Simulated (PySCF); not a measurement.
**HfI2 (charge +2): density, localisation and related maps**

Input

```
mol = gto.M(atom='''
Hf     0.00000    -0.00000    -0.93859
I      2.03716    -0.00000     0.60402
I     -2.03716     0.00000     0.60402''',
    basis={'Hf': 'def2-SVP', 'I': 'def2-SVP'},
    ecp={'Hf': 'def2-SVP', 'I': 'def2-SVP'},
    charge=2, spin=0)
mf = dft.RKS(mol, xc='PBE0')
mf.grids.atom_grid = (75, 302)  # f atoms: at least (60, 302), unpruned
mf = mf.density_fit()  # Hf def2-universal-JKFIT, I def2-universal-JKFIT
mf.conv_tol = 1e-09; mf.max_cycle = 55
mf.kernel(dm0)
```

Launched as:

```sh
OMP_NUM_THREADS=2 python run.py
```

Core potentials replace the inner electrons of Hf and I.

All numbers below come from PySCF, RKS PBE0, Hf def2-SVP with ECP60, I def2-SVP with ECP28; non-relativistic Hamiltonian with scalar-relativistic core potentials where named; density fitting.

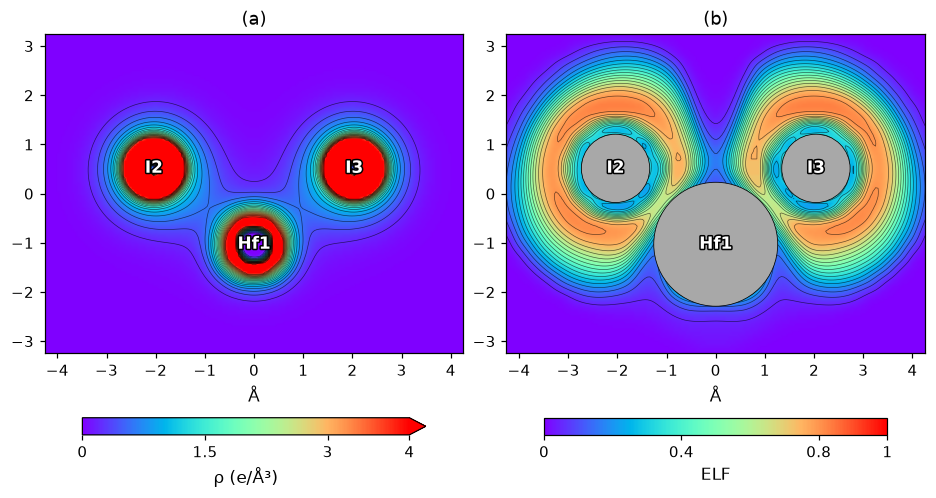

Figure 1. (a) electron density; (b) ELF on the molecular plane. Grey discs cover the atomic cores in the ELF map.

What does the map show?

Atoms in the plane: Hf and I.
Hf–I (2.56 Å): ρ at the midpoint is about 0.61 e/Å³; the ELF peaks at about 0.65 in the valence shell of I, 1.1 Å from its nucleus, and is about 0.55 at the midpoint.

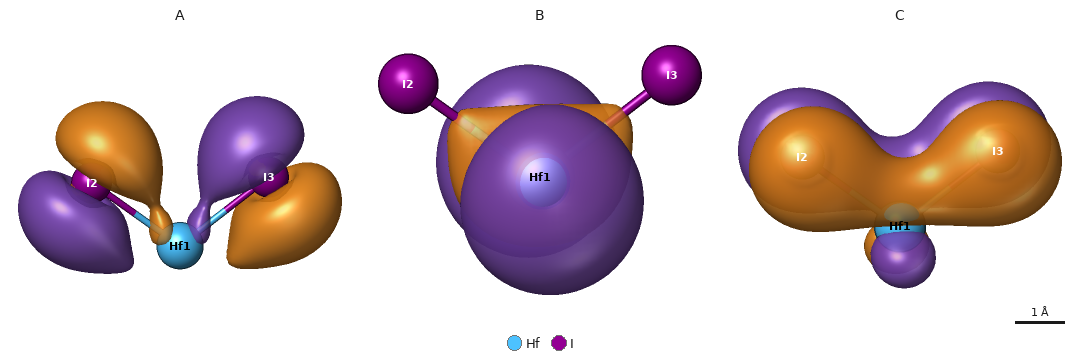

Figure 2. Three frontier orbitals at ±0.08 Å⁻³ᐟ² (orange and purple are the two phases), in no order.

Which picture is the HOMO−1, the HOMO and the LUMO?

C is the HOMO−1 (−18.32 eV). By Hirshfeld shares it lies mainly on I2 (about 40 %), I3 (about 40 %) and Hf1 (about 20 %); it changes sign across the molecular plane (π type); π-antibonding (a node) across Hf1–I2 and Hf1–I3. A is the HOMO (−17.58 eV). Its weight (Hirshfeld) is mainly on I2 (about 45 %), I3 (about 45 %) and Hf1 (about 10 %); it is symmetric in the molecular plane (an in-plane orbital: σ, lone-pair or in-plane π type); largely a combination of lone pairs on I2 and I3. B is the LUMO (−14.11 eV). By Hirshfeld shares it lies mainly on Hf1 (about 95 %).

What is the HOMO–LUMO gap?

3.47 eV between the orbital energies.
